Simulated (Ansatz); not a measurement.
**BHClO (SMILES O[B]Cl): UBLYP/STO-3G**

Aim: the electronic atomisation energy of BHClO at UBLYP/STO-3G, from 5 runs. 

The results are computed with Ansatz 0.2.0.

62 further runs of the same task are left out: 62 set aside as unsound or not needed.

### 1 The system as given

The species is BHClO (4 atoms), meant as a doublet with charge 0. As SMILES, `O[B]Cl`. The shape is that of a PBE0-D4/def2-TZVP optimisation.

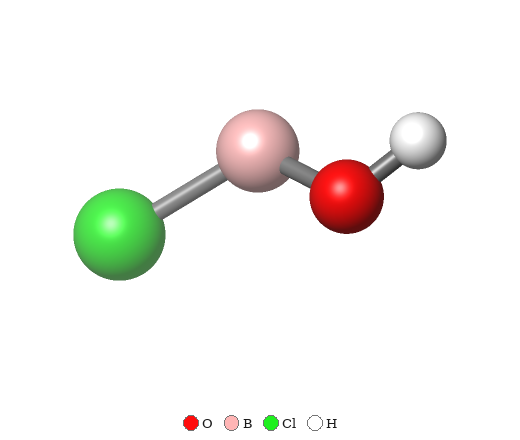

The structure, seen from a chosen angle (oxygen red, boron pink, chlorine green, hydrogen white).

### 2 A single-point energy at UBLYP/STO-3G

Input file molecule.yaml:

```yaml
basis:
  gaussian:
    orbitals: STO-3G
crystal:
  periodic: [false, false, false]
  atoms:
    - {symbol: O, position_ang: [0.545600, 0.191100, -0.589300]}
    - {symbol: B, position_ang: [-0.429900, 0.065600, 0.312600]}
    - {symbol: Cl, position_ang: [-0.557200, -1.323200, 1.352900]}
    - {symbol: H, position_ang: [0.497000, 1.006200, -1.096500]}
magnetization:
  spin_polarized: true
  initial_magnetization: 1
hamiltonian:
  xc: {name: BLYP}
accuracy: high
```

Command:

```sh
$ ansatz run molecule.yaml --threads 1 --pin off --max-ram 2610MiB --events-out events.jsonl --progress --plain --runs-dir runs
```

The log of the run:

```text
Warning: RAYON_NUM_THREADS=1 ignored (pool sized by the plan → 1); use --threads N
Functional definition: BLYP
  name "BLYP"
  parameter beta = 0.0042
  parameter a = 0.04918
  parameter b = 0.132
  parameter c = 0.2533
  parameter d = 0.349
  exchange = b88_x(beta = beta)
  correlation = lyp_c(a = a, b = b, c = c, d = d)
349 factors; integrals over basis functions are off by at most 3.1e-8 eV
mean field evaluation 1: about -15085.6115 eV, gradient 7.2e0 eV
mean field evaluation 2: about -15085.4101 eV, gradient 9.7e0 eV
mean field evaluation 4: about -15086.1015 eV, gradient 1.1e0 eV
mean field evaluation 8: about -15086.0771 eV, gradient 3.3e-3 eV
mean field evaluation 16: about -15086.0771 eV, gradient 6.6e-8 eV
mean field -15086.07708558 eV, -554.4031071847 hartree, gradient 6.6e-8 eV, S^2 0.751964; 0 other end points of the search recorded, 0 dependent functions left out
reference -15086.07711983 eV, -554.4031084433 hartree; 16, 15 occupied and 4, 5 virtual orbitals, 349 factors
Total energy: -15086.07711983 eV, -554.4031084433 hartree
```

Run time: 1.5 s. Hardware: 1 thread of Arm Neoverse V1, shared host; peak memory 0.12 GiB.

### 3 The B atom, same level

Input file molecule.yaml:

```yaml
crystal:
  periodic: [false, false, false]
  atoms:
    - {symbol: B, position_ang: [0.000000, 0.000000, 0.000000]}
basis:
  gaussian:
    orbitals: STO-3G
magnetization:
  spin_polarized: true
  initial_magnetization: 1
hamiltonian:
  xc: {name: BLYP}
accuracy: high
```

Run the same way, it converges to -24.26591 Eh (log not shown).

### 4 The Cl atom, same level

Input file in.yaml:

```yaml
crystal:
  periodic: [false, false, false]
  atoms:
    - {symbol: Cl, position_ang: [0.000000, 0.000000, 0.000000]}
basis:
  gaussian:
    orbitals: STO-3G
accuracy: high
hamiltonian:
  xc: {name: BLYP}
magnetization:
  spin_polarized: true
  initial_magnetization: 1
```

Run the same way, it converges to -455.06886 Eh (log not shown).

### 5 The H atom, same level

Input file job.yaml:

```yaml
crystal:
  periodic: [false, false, false]
  atoms:
    - {symbol: H, position_ang: [0.000000, 0.000000, 0.000000]}
basis:
  gaussian:
    orbitals: STO-3G
total_charge: 0
magnetization:
  spin_polarized: true
  initial_magnetization: 1
accuracy: high
hamiltonian:
  xc: {name: BLYP}
```

Run the same way, it converges to -0.46274 Eh (log not shown).

### 6 The O atom at the same level

Input file run.yaml:

```yaml
basis:
  gaussian:
    orbitals: STO-3G
crystal:
  periodic: [false, false, false]
  atoms:
    - symbol: O
      position_ang: [0.000000, 0.000000, 0.000000]
magnetization:
  spin_polarized: true
  initial_magnetization: 2
hamiltonian:
  xc: {name: BLYP}
accuracy: high
```

Run the same way, it converges to -74.00713 Eh (log not shown).

### 7 Summary of results

Level: UBLYP/STO-3G.

```
                     quantity          value
       molecule: total energy  -554.40311 Eh
               molecule: ⟨S²⟩          0.752
         B atom: total energy   -24.26591 Eh
                 B atom: ⟨S²⟩          0.750
        Cl atom: total energy  -455.06886 Eh
                Cl atom: ⟨S²⟩          0.750
         H atom: total energy    -0.46274 Eh
                 H atom: ⟨S²⟩          0.750
         O atom: total energy   -74.00713 Eh
                 O atom: ⟨S²⟩          2.000
electronic atomisation energy      16.285 eV
```

**Reading.** Taking the molecule apart into free atoms costs 16.29 eV (1571 kJ/mol), before zero-point energy and without spin-orbit coupling. In a minimal basis such a difference can be off by several eV, whatever the method.
